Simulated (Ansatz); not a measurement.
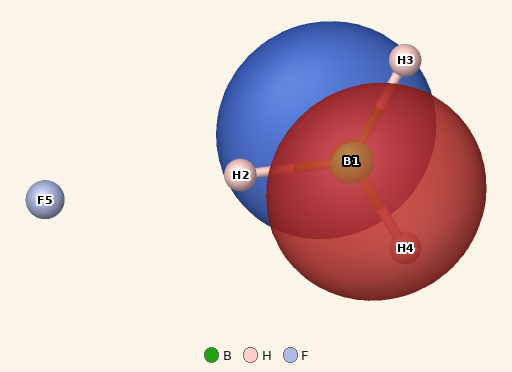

The picture shows: BH$_{3}$···F (doublet). One frontier orbital at ±0.15 Å⁻³ᐟ² (blue and red are the two phases), seen at a tilt.

Theory: UKS r2SCAN-D4/6-31G* (Ansatz).

```yaml
atoms:
  - { symbol: B, position_ang: [0.0000, 0.0000, -0.0876] }
  - { symbol: H, position_ang: [0.0000, 0.0000, 1.1122] }
  - { symbol: H, position_ang: [1.0508, 0.0000, -0.6679] }
  - { symbol: H, position_ang: [-1.0508, 0.0000, -0.6679] }
  - { symbol: F, position_ang: [0.0000, 0.0000, 3.2212] }
```

> Which orbital is it: HOMO (α) or LUMO (α)?

The LUMO (α), at −2.66 eV. By Hirshfeld shares it lies mainly on B1 (about 80 %), H2 (about 5 %), H3 (about 5 %) and H4 (about 5 %); it changes sign across the molecular plane (π type).
